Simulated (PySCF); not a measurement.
**C$_{3}$H$_{10}$AlBrN$_{2}$: density, localisation and related maps**

Input

```
{"job": {"kind": "uv", "xc": "PBE0", "basis": "def2-SVPD", "nstates": 8, "ntriplets": 3}, "charge": 0, "multiplicity": 1}
C     -3.341095     0.445397     0.454572
C     -2.258482    -0.194472     0.055539
C     -1.078601     0.451277    -0.606708
N      0.136512     0.292838     0.191679
Al     1.411292    -0.967945     0.101729
N      3.170291     0.183749     0.133112
Br     1.747148    -1.959452    -1.913318
H     -4.154108    -0.058566     0.949462
H     -3.465944     1.504101     0.291693
H     -2.140491    -1.256342     0.236404
H     -1.285339     1.514993    -0.785581
H     -0.904239    -0.032577    -1.574784
H      0.028452     0.815736     1.054915
H      1.693746    -1.861594     1.316736
H      3.191162     0.818194    -0.665963
H      3.987035    -0.421653     0.068951
H      3.255662     0.738347     0.980574
```

Launched as:

```sh
OMP_NUM_THREADS=1 python probes_run.py task.json out
```

Geometry: GFN2-xTB.

Theory: PySCF 2.14.0, PBE0/def2-SVPD, SCF density, gas phase.

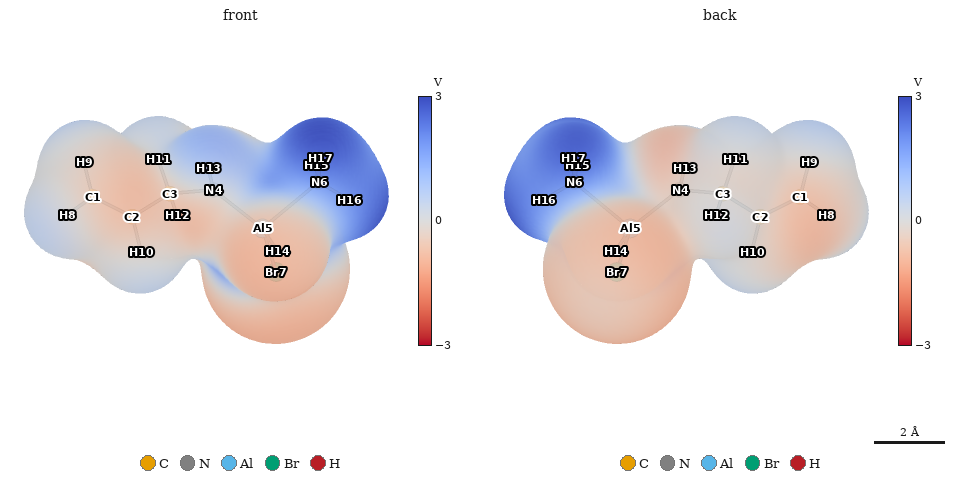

Figure 1. The electrostatic potential painted on the density surface at 0.002 e/bohr³, seen from the front and from behind; red is negative and blue positive.

### Describe the electrostatic potential map.

The most negative region (about −1.0 V, or −23 kcal/mol for a unit charge) lies over Br7 and H14, the most positive (about +2.8 V, or +65 kcal/mol for a unit charge) over H17.

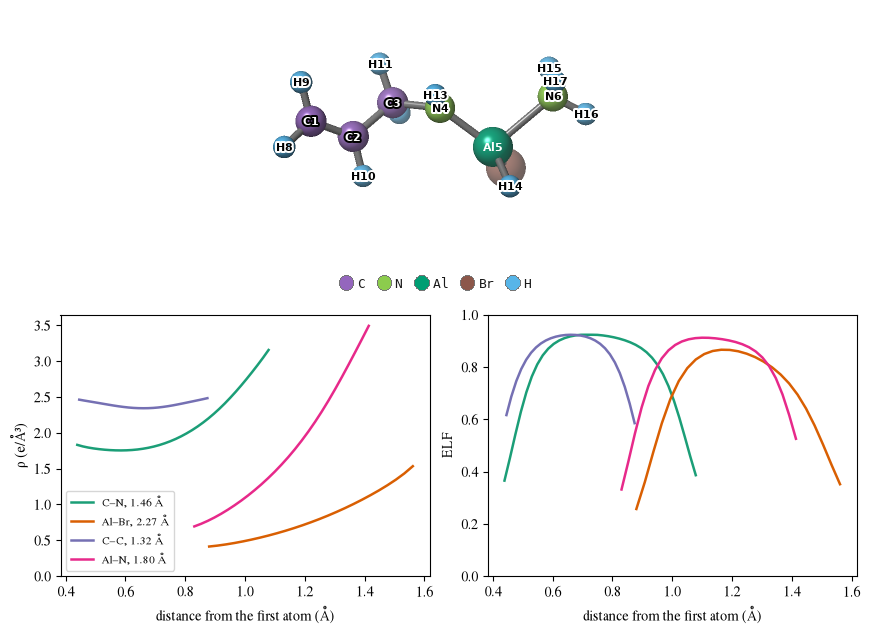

Figure 2. Electron density and ELF along straight lines between neighbouring atoms. The curves leave out the atomic cores. The structure is drawn too.

### What can be read from the curves?

C–N (1.46 Å): the density is about 1.9 e/Å³ at the midpoint; the ELF peaks at about 0.90 between the atoms; localised, covalent bonding.
Al–Br (2.27 Å): the density is about 0.63 e/Å³ at the midpoint; the ELF peaks at about 0.85 in the valence shell of Br, 1.1 Å from its nucleus, and is about 0.85 at the midpoint.
C–C (1.32 Å): the density is about 2.3 e/Å³ at the midpoint; the ELF peaks at about 0.90 between the atoms; a short, multiple covalent bond.
Al–N (1.80 Å): ρ is about 0.82 e/Å³ halfway; the ELF peaks at about 0.90 between the atoms: a polar covalent bond.
